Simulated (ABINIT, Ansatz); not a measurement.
**TaSi (Pm-3m): from the cell to the phonon bands**

Aim: the phonon dispersion of TaSi (Pm-3m), checked by a second program.

Main program and level: ABINIT 10.8.3; DFT LDA, scalar-relativistic, plane waves, PseudoDojo norm-conserving pseudopotentials.

The structure was built from a prototype and need not be the compound's stable phase.

## Step 1: Starting point

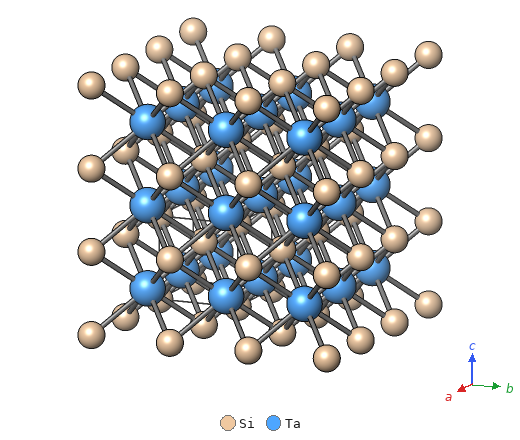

Start, viewed slightly off an axis; silicon light orange, tantalum blue. 3×3×3 cells are drawn. Some periodic images of atoms are drawn too.

## Step 2: Relaxation

The harmonic expansion needs vanishing forces, and a free crystal bears no stress, so cell and atoms are brought to rest. Stress is more sensitive to the basis than forces are: the last 3 Ha under the cutoff are smoothed with ecutsm, and the cutoff is raised above that of the later runs.

The starting cell comes from a relaxation made beforehand in Ansatz (LDA, PseudoDojo NC).

relax.abi

```
# relaxation
ionmov 2
optcell 2
dilatmx 1.08
ntime 40
tolmxf 1.0d-05
tolvrs 1.0d-14
prtwf 0
prtden 0
chksymtnons 0

# basis, mesh and filling
ecut 32.0
ecutsm 3.0
ngkpt 8 8 8
nshiftk 1
shiftk 0.0 0.0 0.0
istwfk *1
occopt 7
tsmear 0.01
nband 15
nstep 100
diemac 1000000.0
prtebands 0
prtgsr 0
useylm 1

# cell and atoms
acell 5.854846286 5.854846286 5.854846286
rprim 
    1.0 0.0 0.0
    0.0 1.0 0.0
    0.0 0.0 1.0
ntypat 2
znucl 14 73
natom 2
typat 1 2
xred 
    0.0 0.0 0.0
    0.5 0.5 0.5
pp_dirpath "./pseudo"
pseudos "Si.upf, Ta.upf"
```

Started as:

```bash
> OMP_NUM_THREADS=1 mpirun -n 4 abinit relax.abi > relax.log
```

Numbers of over 12 decimals in the logs are rounded to 6 here.

relax.abo, the main output file:

```text
[banners, grids, parts of the stress and lines that vanish by symmetry left out]
- input  file    -> relax.abi
- output file    -> relax.abo
- root for input  files -> relaxi
[...]
Symmetries : space group Pm -3 m (#221); Bravais cP (primitive cubic)
[...]
mpw =        2272          nfft =       46656          nkpt =          35
[...]
== DATASET  1 ==================================================================
[...]
cutoff_energies: {ecut:  32.0, pawecutdg:  -1.0, }
[...]
ETOT  1  -69.394919227220    -6.939E+01 9.650E-02 4.455E+01
 ETOT  2  -69.432669740476    -3.775E-02 4.542E-02 3.195E+01
 ETOT  3  -69.437568122181    -4.898E-03 2.461E-03 5.410E-02
 ETOT  4  -69.437577127763    -9.006E-06 2.028E-03 1.363E-03
 ETOT  5  -69.437577337830    -2.101E-07 3.259E-03 2.065E-05
 ETOT  6  -69.437577340727    -2.896E-09 2.352E-03 7.577E-07
 ETOT  7  -69.437577340843    -1.167E-10 3.449E-03 5.893E-09
 ETOT  8  -69.437577340846    -2.444E-12 2.153E-03 8.688E-13
 ETOT  9  -69.437577340845     9.948E-13 1.265E-03 6.681E-15
 At SCF step    9       vres2   =  6.68E-15 < tolvrs=  1.00E-14 =>converged.
[...]
sigma(1 1)= -5.48359357E-08  sigma(3 2)=  0.00000000E+00
  sigma(2 2)= -5.48359357E-08  sigma(3 1)=  0.00000000E+00
  sigma(3 3)= -5.48359357E-08  sigma(2 1)=  0.00000000E+00
[...]
convergence: {deltae:  9.948E-13, res2:  6.681E-15, residm:  1.265E-03, diffor: null, }
etotal    :  -6.94375773E+01
[...]
At Broyd/MD step   1, gradients are converged :
[...]
sigma(1 1)= -5.48359357E-08  sigma(3 2)=  0.00000000E+00
  sigma(2 2)= -5.48359357E-08  sigma(3 1)=  0.00000000E+00
  sigma(3 3)= -5.48359357E-08  sigma(2 1)=  0.00000000E+00
[...]
- sigma(1 1)= -1.61332893E-03  sigma(3 2)=  0.00000000E+00
- sigma(2 2)= -1.61332893E-03  sigma(3 1)=  0.00000000E+00
- sigma(3 3)= -1.61332893E-03  sigma(2 1)=  0.00000000E+00
[...]
fcart     -0.0000000000E+00 -0.0000000000E+00 -0.0000000000E+00
           strten     -5.4835935674E-08 -5.4835935679E-08 -5.4835935678E-08
================================================================================

[key lines of the parts left out:]
pressure_GPa:   1.6133E-03
Total energy (etotal) [Ha]= -6.94375773408449E+01
```

Run time: 17 s. Hardware: 4 MPI ranks of Arm Neoverse N1, shared host; 68 s of CPU time.

Little changed from the start: no atom moved by 0.005 Å and no cell edge by 0.1 %.

Read from the output:

```
volume per atom   : 14.87 Å³
pressure          : 0.001613 GPa
gap on the k-mesh : 0 eV
```

## Step 3: Ground state

First-order wavefunctions inherit every error of the ground state, hence the very tight tolvrs. Occupations are smeared.

gs.abi

```
# ground state
tolvrs 1.0d-16
prtden 1
prtwf 1

# basis, mesh and filling
ecut 25.0
ngkpt 8 8 8
nshiftk 1
shiftk 0.0 0.0 0.0
istwfk *1
occopt 7
tsmear 0.01
nband 15
nstep 100
diemac 1000000.0
prtebands 0
prtgsr 0
useylm 1

# cell and atoms
acell 5.854846286 5.854846286 5.854846286
rprim 
    1.0 0.0 0.0
    0.0 1.0 0.0
    0.0 0.0 1.0
ntypat 2
znucl 14 73
natom 2
typat 1 2
xred 
    0.0 0.0 0.0
    0.5 0.5 0.5
pp_dirpath "./pseudo"
pseudos "Si.upf, Ta.upf"
```

Started as:

```bash
> OMP_NUM_THREADS=1 mpirun -n 4 abinit gs.abi > gs.log
```

gs.abo, the main output file:

```text
[banners, grids, parts of the stress and lines that vanish by symmetry left out]
- input  file    -> gs.abi
- output file    -> gs.abo
- root for input  files -> gsi
[...]
Symmetries : space group Pm -3 m (#221); Bravais cP (primitive cubic)
[...]
mpw =        1222          nfft =       27000          nkpt =          35
[...]
== DATASET  1 ==================================================================
[...]
cutoff_energies: {ecut:  25.0, pawecutdg:  -1.0, }
[...]
ETOT  1  -69.401291753890    -6.940E+01 9.607E-02 2.147E+01
 ETOT  2  -69.434247310433    -3.296E-02 1.013E-02 1.183E+01
 ETOT  3  -69.437402720678    -3.155E-03 3.864E-03 1.786E-02
 ETOT  4  -69.437408840521    -6.120E-06 2.053E-03 1.716E-04
 ETOT  5  -69.437408887787    -4.727E-08 1.070E-02 5.973E-06
[...]
ETOT  9  -69.437408889259     2.728E-12 6.256E-04 5.040E-16
 ETOT 10  -69.437408889260    -5.116E-13 1.115E-04 3.081E-18
 At SCF step   10       vres2   =  3.08E-18 < tolvrs=  1.00E-16 =>converged.
[...]
sigma(1 1)=  1.14437308E-05  sigma(3 2)=  0.00000000E+00
  sigma(2 2)=  1.14437308E-05  sigma(3 1)=  0.00000000E+00
  sigma(3 3)=  1.14437308E-05  sigma(2 1)=  0.00000000E+00
[...]
convergence: {deltae: -5.116E-13, res2:  3.081E-18, residm:  1.115E-04, diffor: null, }
etotal    :  -6.94374089E+01
[...]
sigma(1 1)=  1.14437308E-05  sigma(3 2)=  0.00000000E+00
  sigma(2 2)=  1.14437308E-05  sigma(3 1)=  0.00000000E+00
  sigma(3 3)=  1.14437308E-05  sigma(2 1)=  0.00000000E+00
[...]
- sigma(1 1)=  3.36686186E-01  sigma(3 2)=  0.00000000E+00
- sigma(2 2)=  3.36686186E-01  sigma(3 1)=  0.00000000E+00
- sigma(3 3)=  3.36686186E-01  sigma(2 1)=  0.00000000E+00
[...]
fcart     -0.0000000000E+00 -0.0000000000E+00 -0.0000000000E+00
           strten      1.1443730849E-05  1.1443730849E-05  1.1443730849E-05
================================================================================

[key lines of the parts left out:]
pressure_GPa:  -3.3669E-01
```

Wall time 12 s (4 MPI ranks).

Read from the output:

```
pressure : -0.3367 GPa
```

The cell stands at -0.34 GPa: the relaxation ran with a smoothed and higher cutoff, and the difference is a stress of the finite basis.

## Step 4: Linear response at Γ

At q = 0 one unit cell holds all displacements. The response is solved for single atoms along the cell's directions, and symmetry skips those that follow from others. The crystal is treated as a metal, which screens a static field, so no field response is asked.

dfpt_gamma.abi

```

# common to the responses
getwfk_filepath "gso_WFK"
kptopt 2
nqpt 1
qpt 0.0 0.0 0.0
asr 0
chneut 0

# displacements
rfphon 1
rfatpol 1 2
rfdir 1 1 1
tolvrs 1.0d-10
prtwf 0
prtpot 1

# basis, mesh and filling
ecut 25.0
ngkpt 8 8 8
nshiftk 1
shiftk 0.0 0.0 0.0
istwfk *1
occopt 7
tsmear 0.01
nband 15
nstep 100
diemac 1000000.0
prtebands 0
prtgsr 0
useylm 1

# cell and atoms
acell 5.854846286 5.854846286 5.854846286
rprim 
    1.0 0.0 0.0
    0.0 1.0 0.0
    0.0 0.0 1.0
ntypat 2
znucl 14 73
natom 2
typat 1 2
xred 
    0.0 0.0 0.0
    0.5 0.5 0.5
pp_dirpath "./pseudo"
pseudos "Si.upf, Ta.upf"
```

Started as:

```bash
> OMP_NUM_THREADS=1 mpirun -n 4 abinit dfpt_gamma.abi > dfpt_gamma.log
```

dfpt_gamma.abo, the main output file:

```text
[banners, grids, parts of the stress and lines that vanish by symmetry left out]
- input  file    -> dfpt_gamma.abi
- output file    -> dfpt_gamma.abo
- root for input  files -> dfpt_gammai
- root for output files -> dfpt_gammao

 Symmetries : space group Pm -3 m (#221); Bravais cP (primitive cubic)
================================================================================
 Values of the parameters that define the memory need of the present run (RF).
     intxc =       0      iscf =       7    lmnmax =      32     lnmax =       8
     mgfft =      30  mpssoang =       4    mqgrid =    3001     natom =       2
  nloc_mem =       1    nspden =       1   nspinor =       1    nsppol =       1
      nsym =      48    n1xccc =    2501    ntypat =       2    occopt =       7
   xclevel =       1
-    mband =          15        mffmem =           1         mkmem =          65
-   mkqmem =          65        mk1mem =          65           mpw =        1222
      nfft =       27000          nkpt =         260
- my_mband =          15
================================================================================
================================================================================

--------------------------------------------------------------------------------
------------- Echo of variables that govern the present computation ------------
--------------------------------------------------------------------------------
-
- outvars: echo of selected default values
-   iomode0 =  0 , fftalg0 =312 , wfoptalg0 =  0
-
- outvars: echo of global parameters not present in the input file
-  max_nthreads =    1
-
 -outvars: echo values of preprocessed input variables
 [... echo left out ...]
================================================================================

 chkinp: Checking input parameters for consistency.

[...]
== DATASET  1 ==================================================================
-   mpi_nproc: 4, omp_nthreads: 1 (-1 if OMP is not activated)

--- !DatasetInfo
iteration_state: {dtset: 1, }
dimensions: {natom: 2, nkpt: 260, mband: 15, nsppol: 1, nspinor: 1, nspden: 1, mpw: 1222, }
cutoff_energies: {ecut:  25.0, pawecutdg:  -1.0, }
electrons: {nelect:   1.70000000E+01, charge:   0.00000000E+00, occopt:   7.00000000E+00, tsmear:   1.00000000E-02, }
meta: {optdriver: 1, rfphon: 1, }
...

 mkfilename: getwfk from: gso_WFK

 Real(R)+Recip(G) space primitive vectors, cartesian coordinates (Bohr,Bohr^-1):
 R(1)=  5.8548463  0.0000000  0.0000000  G(1)=  0.1707987  0.0000000  0.0000000
 R(2)=  0.0000000  5.8548463  0.0000000  G(2)=  0.0000000  0.1707987  0.0000000
 R(3)=  0.0000000  0.0000000  5.8548463  G(3)=  0.0000000  0.0000000  0.1707987
 Unit cell volume ucvol=  2.0069959E+02 bohr^3
 Angles (23,13,12)=  9.00000000E+01  9.00000000E+01  9.00000000E+01 degrees
 setup1 : take into account q-point for computing boxcut.

 getcut: wavevector=  0.0000  0.0000  0.0000  ngfft=  30  30  30
         ecut(hartree)=     25.000   => boxcut(ratio)=   2.27652

 getcut : COMMENT -
  Note that boxcut > 2.2 ; recall that boxcut=Gcut(box)/Gcut(sphere) = 2
  is sufficient for exact treatment of convolution.
  Such a large boxcut is a waste : you could raise ecut
  e.g. ecut=   32.390770 Hartrees makes boxcut=2

--- Pseudopotential description ------------------------------------------------
- pspini: atom type   1  psp file is ./pseudo/Si.upf

- pspini: atom type   2  psp file is ./pseudo/Ta.upf

   4.81489329E+02                                ecore*ucvol(ha*bohr**3)
--------------------------------------------------------------------------------

 ==>  initialize data related to q vector <==

 The list of irreducible perturbations for this q vector is:
    1)    idir= 1    ipert=   1
    2)    idir= 1    ipert=   2

[...]
The perturbation idir=   2  ipert=   1 is
 symmetric of a previously calculated perturbation.
 So, its SCF calculation is not needed.

 The perturbation idir=   3  ipert=   1 is
 symmetric of a previously calculated perturbation.
 So, its SCF calculation is not needed.

 The perturbation idir=   2  ipert=   2 is
 symmetric of a previously calculated perturbation.
 So, its SCF calculation is not needed.

 The perturbation idir=   3  ipert=   2 is
 symmetric of a previously calculated perturbation.
 So, its SCF calculation is not needed.

--------------------------------------------------------------------------------
 Perturbation wavevector (in red.coord.)   0.000000  0.000000  0.000000
 Perturbation : displacement of atom   1   along direction   1
 Found     8 symmetries that leave the perturbation invariant.

[...]
dfpt_looppert : total number of electrons, from k and k+q
  fully or partially occupied states are    1.700000E+01 and    1.700000E+01.
 Initialisation of the first-order wave-functions :
  ireadwf=   0

--- !BeginCycle
iteration_state: {dtset: 1, }
solver: {iscf: 7, nstep: 100, nline: 4, wfoptalg: 0, }
tolerances: {tolvrs: 1.00E-10, }
...

     iter   2DEtotal(Ha)        deltaE(Ha) residm    vres2
-ETOT  1   3.009905     -5.127E+01 4.098E+00 1.712E+03
 ETOT  2   2.274985     -7.349E-01 8.828E-03 5.518E+01
 ETOT  3   2.247807     -2.718E-02 8.858E-04 4.512E-01
 ETOT  4   2.247504     -3.037E-04 6.831E-05 3.662E-03
 ETOT  5   2.247501     -2.839E-06 4.933E-05 6.415E-06
[...]
At SCF step    8       vres2   =  3.21E-11 < tolvrs=  1.00E-10 =>converged.
[...]
Mean square residual over all n,k,spin=   26.509E-10; max=  25.441E-07

 Thirteen components of 2nd-order total energy (hartree) are
 1,2,3: 0th-order hamiltonian combined with 1st-order wavefunctions
     kin0=   4.30568460E+01 eigvalue=  -5.28825608E+00  local=  -2.25308566E+01
 4,5,6: 1st-order hamiltonian combined with 1st and 0th-order wfs
 loc psp =  -2.45896089E+01  Hartree=   1.03643404E+01     xc=  -3.75622522E+00
 note that "loc psp" includes a xc core correction that could be resolved
 7,8,9: eventually, occupation + non-local contributions
    edocc=   4.87891001E+00     enl0=   2.53050720E+01   enl1=  -7.94700530E+01
 1-9 gives the relaxation energy (to be shifted if some occ is /=2.0)
   erelax=  -5.20298313E+01
 10,11,12 Non-relaxation  contributions : frozen-wavefunctions and Ewald
 fr.local=  -2.75988140E+01 fr.nonlo=   4.59751015E+01  Ewald=   3.72028709E+01
 13,14 Frozen wf xc core corrections (1) and (2)
 frxc 1  =  -4.62863793E+00  frxc 2 =   3.32681165E+00
 Resulting in :
 2DEtotal=    0.2247500768E+01 Ha. Also 2DEtotal=    0.611576114759E+02 eV
    (2DErelax=   -5.2029831291E+01 Ha. 2DEnonrelax=    5.4277332059E+01 Ha)
    (  non-var. 2DEtotal :    2.2475011200E+00 Ha)

[...]
Perturbation wavevector (in red.coord.)   0.000000  0.000000  0.000000
 Perturbation : displacement of atom   2   along direction   1
 Found     8 symmetries that leave the perturbation invariant.

--------------------------------------------------------------------------------

--------------------------------------------------------------------------------

 dfpt_looppert : total number of electrons, from k and k+q
  fully or partially occupied states are    1.700000E+01 and    1.700000E+01.
 Initialisation of the first-order wave-functions :
  ireadwf=   0

--- !BeginCycle
iteration_state: {dtset: 1, }
solver: {iscf: 7, nstep: 100, nline: 4, wfoptalg: 0, }
tolerances: {tolvrs: 1.00E-10, }
...

     iter   2DEtotal(Ha)        deltaE(Ha) residm    vres2
-ETOT  1   3.182148     -1.499E+03 5.057E+00 1.407E+03
[...]
ETOT  7   2.242276     -1.382E-10 7.109E-04 1.186E-07
 ETOT  8   2.242276     -7.594E-11 1.949E-04 2.271E-11

 At SCF step    8       vres2   =  2.27E-11 < tolvrs=  1.00E-10 =>converged.
[...]
Mean square residual over all n,k,spin=   20.005E-08; max=  19.494E-05

 Thirteen components of 2nd-order total energy (hartree) are
 1,2,3: 0th-order hamiltonian combined with 1st-order wavefunctions
     kin0=   8.60215692E+02 eigvalue=   9.07934261E+01  local=  -5.62415359E+02
 4,5,6: 1st-order hamiltonian combined with 1st and 0th-order wfs
 loc psp =  -2.08243258E+03  Hartree=   4.85503145E+02     xc=  -8.24538579E+01
 note that "loc psp" includes a xc core correction that could be resolved
 7,8,9: eventually, occupation + non-local contributions
    edocc=   2.61406544E+02     enl0=   4.47079155E+02   enl1=  -9.17824913E+02
 1-9 gives the relaxation energy (to be shifted if some occ is /=2.0)
   erelax=  -1.50012875E+03
 10,11,12 Non-relaxation  contributions : frozen-wavefunctions and Ewald
 fr.local=   9.66760912E+02 fr.nonlo=   4.59243053E+02  Ewald=   3.72028709E+01
 13,14 Frozen wf xc core corrections (1) and (2)
 frxc 1  =  -1.50751233E+02  frxc 2 =   1.89915420E+02
 Resulting in :
 2DEtotal=    0.2242276157E+01 Ha. Also 2DEtotal=    0.610154425855E+02 eV
    (2DErelax=   -1.5001287464E+03 Ha. 2DEnonrelax=    1.5023710226E+03 Ha)
    (  non-var. 2DEtotal :    2.2422765382E+00 Ha)

[...]
---- first-order wavefunction calculations are completed ----

 ==> Compute Derivative Database <==

 [... matrices left out ...]
  Phonon wavevector (reduced coordinates) :  0.00000  0.00000  0.00000
 Phonon energies in Hartree :
  -1.605797E-05 -1.605797E-05 -1.605797E-05  1.216226E-03  1.216226E-03
   1.216226E-03
 Phonon frequencies in cm-1    :
- -3.524318E+00 -3.524318E+00 -3.524318E+00  2.669308E+02  2.669308E+02
-  2.669308E+02

== END DATASET(S) ==============================================================
================================================================================

 -outvars: echo values of variables after computation
            acell      5.8548462860E+00  5.8548462860E+00  5.8548462860E+00 Bohr
           etotal      2.2422761573E+00
            fcart      0.0000000000E+00  0.0000000000E+00  0.0000000000E+00
           strten      0.0000000000E+00  0.0000000000E+00  0.0000000000E+00
================================================================================
```

Run time: 36 s. Hardware: 4 MPI ranks; 2.4 min of CPU time.

This step gave:

| Quantity | Value |
| --- | --- |
| largest acoustic frequency at the zone centre before the sum rule | -3.52 cm⁻¹ |
| highest optical zone-centre mode (no LO-TO term) | 266.9 cm⁻¹ |
| lowest optical zone-centre mode | 266.9 cm⁻¹ |

The acoustic modes at Γ come out as far as 3.5 cm⁻¹ from zero, where they should vanish, a small numerical error.

[end of part 1 of 3]

[Host names and launcher messages were left out of these logs when they were recorded.]

[Logs are printed without paths, hosts, clocks, repeated set-up lines and the standing remarks that a program may print on its own settings, such as how far it seeks lower states.]

[Hosts, paths, dates, database ids (printed as entryN), source tags and the programs' standing remarks are cut or masked in the printed files.]
